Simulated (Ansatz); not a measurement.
**Run report: CH$_{9}$NSi$_{2}$, geometry relaxation (part 2 of 2)**

Continued. System: CH$_{9}$NSi$_{2}$, SMILES NC([SiH3])[SiH3]. Method: RKS PBE0-D4/def2-TZVP (Ansatz 0.2.0). The geometry: PBE-D4/def2-SVP start.

Geometry of the input (Å):
```
N  0.4385  1.4034  -0.8330
C  -0.3789  0.3775  -0.1490
Si 0.1770  0.0626  1.6544
Si -0.4273  -1.1870  -1.2371
H  1.4267  1.1151  -0.8467
H  0.4182  2.2924  -0.3136
H  -1.4373  0.7245  -0.1207
H  -0.6787  -0.9276  2.4043
H  0.1615  1.3779  2.3944
H  1.5999  -0.4359  1.6397
H  -1.0358  -0.8853  -2.5788
H  0.9802  -1.6842  -1.4447
H  -1.2238  -2.2681  -0.5542
```

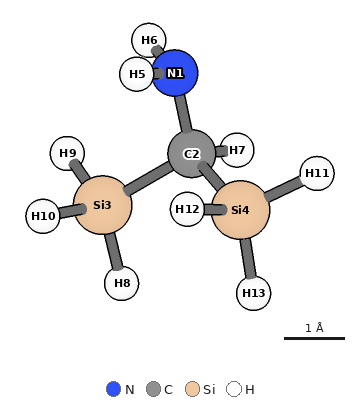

**Figure 1.** The geometry at step 6 of the log (ball-and-stick view, seen at a tilt; atoms are numbered from 1 in the order of the input).

### Trajectory as extended XYZ (Å, eV, eV/Å), 10 frames, from step=1 to step=10
```
13
Properties=species:S:1:pos:R:3:forces:R:3 step=1 energy=-18420.25212
N     0.4385    1.4034   -0.8330    0.4801   0.2294   0.4462
C    -0.3789    0.3775   -0.1490   -0.2987  -0.1361   0.0934
Si    0.1770    0.0626    1.6544    0.0288   0.0526  -0.0607
Si   -0.4273   -1.1870   -1.2371    0.0520   0.0528   0.0354
H     1.4267    1.1151   -0.8467   -0.6084   0.1385  -0.0272
H     0.4182    2.2924   -0.3136   -0.0260  -0.5427  -0.3047
H    -1.4373    0.7245   -0.1207    0.5012  -0.1067  -0.0256
H    -0.6787   -0.9276    2.4043    0.1693   0.2175  -0.1992
H     0.1615    1.3779    2.3944   -0.0040  -0.2752  -0.1571
H     1.5999   -0.4359    1.6397   -0.2993   0.0915  -0.0062
H    -1.0358   -0.8853   -2.5788    0.1232  -0.0599   0.2976
H     0.9802   -1.6842   -1.4447   -0.2898   0.0992   0.0426
H    -1.2238   -2.2681   -0.5542    0.1717   0.2390  -0.1346
13
Properties=species:S:1:pos:R:3:forces:R:3 step=2 energy=-18420.29286
N     0.4329    1.3988   -0.8252    0.2147   0.0999   0.1730
C    -0.3811    0.3742   -0.1452   -0.0801  -0.0995   0.0589
Si    0.1769    0.0631    1.6425   -0.0374   0.0196  -0.1052
Si   -0.4185   -1.1803   -1.2248   -0.0252   0.0865   0.0639
H     1.4079    1.1056   -0.8594   -0.1877   0.0414  -0.0416
H     0.4232    2.2727   -0.3013   -0.0244  -0.1492  -0.1131
H    -1.4259    0.7255   -0.1167    0.1482  -0.0602  -0.0161
H    -0.6808   -0.9189    2.3703    0.0423   0.0524  -0.0371
H     0.1588    1.3651    2.3769    0.0079  -0.0703  -0.0306
H     1.5838   -0.4384    1.6238   -0.0725   0.0230   0.0046
H    -1.0268   -0.8808   -2.5510    0.0332  -0.0236   0.0639
H     0.9761   -1.6724   -1.4313   -0.0651   0.0344   0.0134
H    -1.2064   -2.2487   -0.5437    0.0460   0.0456  -0.0341
13
Properties=species:S:1:pos:R:3:forces:R:3 step=3 energy=-18420.29789
N     0.4337    1.3994   -0.8217    0.0240  -0.0106   0.0444
C    -0.3787    0.3731   -0.1431   -0.0040  -0.0046   0.0016
Si    0.1724    0.0600    1.6355    0.0124   0.0139  -0.0153
Si   -0.4191   -1.1739   -1.2158    0.0200   0.0128  -0.0001
H     1.4026    1.1059   -0.8772   -0.0102  -0.0149  -0.0262
H     0.4281    2.2696   -0.3012   -0.0172   0.0079  -0.0036
H    -1.4192    0.7201   -0.1173   -0.0223   0.0153  -0.0036
H    -0.6853   -0.9173    2.3599   -0.0132  -0.0056  -0.0011
H     0.1602    1.3547    2.3730   -0.0008   0.0093   0.0079
H     1.5733   -0.4437    1.6197    0.0091  -0.0114   0.0020
H    -1.0243   -0.8818   -2.5398   -0.0094  -0.0019  -0.0073
H     0.9740   -1.6567   -1.4206    0.0144  -0.0072  -0.0065
H    -1.1974   -2.2443   -0.5364   -0.0029  -0.0029   0.0077
13
Properties=species:S:1:pos:R:3:forces:R:3 step=4 energy=-18420.29831
N     0.4321    1.3995   -0.8195    0.0060   0.0038   0.0171
C    -0.3810    0.3737   -0.1418    0.0183   0.0132  -0.0105
Si    0.1721    0.0610    1.6352   -0.0035  -0.0054   0.0044
Si   -0.4158   -1.1723   -1.2152   -0.0078  -0.0066   0.0029
H     1.3986    1.1018   -0.8871   -0.0016  -0.0076  -0.0128
H     0.4322    2.2684   -0.2972   -0.0040   0.0080  -0.0009
H    -1.4216    0.7217   -0.1167   -0.0123  -0.0004  -0.0037
H    -0.6901   -0.9149    2.3567   -0.0069  -0.0029   0.0054
H     0.1613    1.3550    2.3745    0.0036   0.0051   0.0018
H     1.5715   -0.4483    1.6203    0.0030  -0.0038  -0.0002
H    -1.0255   -0.8834   -2.5382   -0.0029  -0.0001  -0.0054
H     0.9779   -1.6540   -1.4228    0.0067   0.0050  -0.0013
H    -1.1916   -2.2429   -0.5333    0.0011  -0.0082   0.0031
13
Properties=species:S:1:pos:R:3:forces:R:3 step=5 energy=-18420.29893
N     0.4241    1.4086   -0.8167    0.0172  -0.0207  -0.0043
C    -0.3819    0.3768   -0.1418   -0.0078   0.0158  -0.0048
Si    0.1665    0.0587    1.6370   -0.0072   0.0067   0.0003
Si   -0.4083   -1.1711   -1.2147    0.0068   0.0084   0.0004
H     1.3841    1.1013   -0.9180    0.0161   0.0070  -0.0073
H     0.4469    2.2684   -0.2799   -0.0080  -0.0058   0.0046
H    -1.4249    0.7184   -0.1204   -0.0172  -0.0063   0.0161
H    -0.7230   -0.8897    2.3628    0.0029  -0.0061  -0.0019
H     0.1876    1.3558    2.3717   -0.0006   0.0038  -0.0074
H     1.5537   -0.4835    1.6282   -0.0030  -0.0077  -0.0016
H    -1.0372   -0.8944   -2.5316   -0.0002   0.0006   0.0011
H     0.9913   -1.6296   -1.4375    0.0005   0.0046  -0.0016
H    -1.1586   -2.2544   -0.5243    0.0005  -0.0003   0.0063
13
Properties=species:S:1:pos:R:3:forces:R:3 step=6 energy=-18420.29916
N     0.4238    1.4099   -0.8155    0.0114  -0.0108  -0.0045
C    -0.3838    0.3791   -0.1416   -0.0090   0.0022  -0.0065
Si    0.1615    0.0578    1.6372    0.0038  -0.0058  -0.0074
Si   -0.4047   -1.1692   -1.2133    0.0074   0.0086   0.0020
H     1.3819    1.0988   -0.9277   -0.0090   0.0098   0.0067
H     0.4535    2.2671   -0.2748   -0.0003  -0.0083  -0.0011
H    -1.4281    0.7184   -0.1201    0.0019   0.0021   0.0051
H    -0.7372   -0.8822    2.3634    0.0002   0.0102   0.0004
H     0.1975    1.3589    2.3648    0.0012  -0.0097   0.0024
H     1.5411   -0.5045    1.6283   -0.0029   0.0061   0.0036
H    -1.0462   -0.8994   -2.5259   -0.0013  -0.0058   0.0049
H     0.9989   -1.6108   -1.4468   -0.0068   0.0005   0.0003
H    -1.1379   -2.2586   -0.5132    0.0033   0.0008  -0.0057
13
Properties=species:S:1:pos:R:3:forces:R:3 step=7 energy=-18420.29927
N     0.4254    1.4094   -0.8156    0.0003   0.0005  -0.0039
C    -0.3844    0.3799   -0.1425   -0.0013  -0.0073   0.0011
Si    0.1602    0.0572    1.6363    0.0006   0.0005   0.0073
Si   -0.4038   -1.1683   -1.2139    0.0002  -0.0039  -0.0031
H     1.3839    1.0988   -0.9245   -0.0068   0.0021   0.0053
H     0.4534    2.2667   -0.2753    0.0005  -0.0013  -0.0017
H    -1.4286    0.7196   -0.1203    0.0086   0.0048  -0.0006
H    -0.7436   -0.8759    2.3647    0.0010   0.0016  -0.0033
H     0.2019    1.3575    2.3645    0.0007  -0.0011  -0.0011
H     1.5378   -0.5097    1.6302   -0.0034   0.0005  -0.0017
H    -1.0536   -0.9040   -2.5234    0.0003  -0.0003   0.0021
H     1.0003   -1.6042   -1.4537   -0.0032   0.0026   0.0005
H    -1.1287   -2.2618   -0.5115    0.0024   0.0014  -0.0011
13
Properties=species:S:1:pos:R:3:forces:R:3 step=8 energy=-18420.29931
N     0.4267    1.4085   -0.8160   -0.0025   0.0056  -0.0034
C    -0.3841    0.3799   -0.1429   -0.0029  -0.0055   0.0080
Si    0.1592    0.0572    1.6364   -0.0017  -0.0011   0.0000
Si   -0.4035   -1.1683   -1.2142    0.0003  -0.0027  -0.0018
H     1.3861    1.0992   -0.9191    0.0027  -0.0033   0.0002
H     0.4514    2.2670   -0.2775   -0.0012   0.0028  -0.0011
H    -1.4276    0.7212   -0.1208    0.0035   0.0032  -0.0021
H    -0.7485   -0.8721    2.3644    0.0006  -0.0008   0.0002
H     0.2056    1.3575    2.3639    0.0001   0.0011  -0.0007
H     1.5346   -0.5145    1.6302    0.0002  -0.0011   0.0007
H    -1.0593   -0.9067   -2.5211   -0.0001   0.0011   0.0002
H     1.0011   -1.5990   -1.4590    0.0004   0.0005  -0.0006
H    -1.1216   -2.2646   -0.5095    0.0006   0.0003   0.0005
13
Properties=species:S:1:pos:R:3:forces:R:3 step=9 energy=-18420.29933
N     0.4277    1.4076   -0.8167    0.0020   0.0044  -0.0004
C    -0.3838    0.3799   -0.1428   -0.0006  -0.0039   0.0057
Si    0.1581    0.0566    1.6368   -0.0007   0.0029   0.0003
Si   -0.4030   -1.1682   -1.2144   -0.0016   0.0007  -0.0027
H     1.3878    1.0990   -0.9156    0.0018  -0.0023  -0.0014
H     0.4498    2.2677   -0.2806   -0.0013   0.0012  -0.0008
H    -1.4267    0.7227   -0.1215   -0.0003  -0.0006  -0.0006
H    -0.7522   -0.8695    2.3653   -0.0013  -0.0011  -0.0002
H     0.2083    1.3575    2.3630   -0.0001   0.0013   0.0011
H     1.5317   -0.5194    1.6321    0.0014  -0.0010  -0.0010
H    -1.0643   -0.9077   -2.5187   -0.0004  -0.0001  -0.0006
H     1.0021   -1.5942   -1.4645    0.0011  -0.0004   0.0002
H    -1.1151   -2.2668   -0.5074    0.0000  -0.0010   0.0002
13
Properties=species:S:1:pos:R:3:forces:R:3 step=10 energy=-18420.29933
N     0.4281    1.4071   -0.8169    0.0026   0.0019   0.0002
C    -0.3836    0.3798   -0.1424    0.0004   0.0006   0.0019
Si    0.1580    0.0569    1.6374   -0.0005  -0.0010  -0.0021
Si   -0.4029   -1.1680   -1.2147    0.0000  -0.0014   0.0006
H     1.3883    1.0987   -0.9150   -0.0013  -0.0005  -0.0003
H     0.4494    2.2680   -0.2820   -0.0006  -0.0005  -0.0008
H    -1.4264    0.7228   -0.1214   -0.0009  -0.0001  -0.0003
H    -0.7534   -0.8689    2.3652   -0.0004  -0.0002   0.0006
H     0.2088    1.3578    2.3638    0.0002   0.0001  -0.0002
H     1.5310   -0.5204    1.6324    0.0006   0.0005   0.0006
H    -1.0658   -0.9078   -2.5183    0.0002   0.0008   0.0002
H     1.0022   -1.5931   -1.4658    0.0005   0.0004  -0.0005
H    -1.1133   -2.2676   -0.5074   -0.0007  -0.0004   0.0001
```

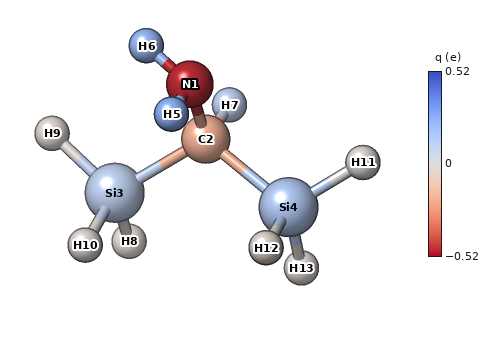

**Figure 2.** Mulliken charges, as the colour of each atom (ball-and-stick view, seen at a tilt; atoms are numbered from 1 in the order of the input; Mulliken charges depend strongly on the basis). By element: N −0.49, C −0.21, Si +0.11 to +0.14 and H −0.03 to +0.23 e.

### Key numbers

- outcome: converged
- total energy: −18420.2994 eV
- mean-field energy: −18420.0522 eV
- dispersion energy: −0.2472 eV
- SCF solution under orbital rotations: stable
- largest force (length of the vector) at the end: 0.003 eV/Å
- dipole moment: 0.89 D
- wall time: 17 s (CPU time 60 s)
- peak memory: 0.52 GiB
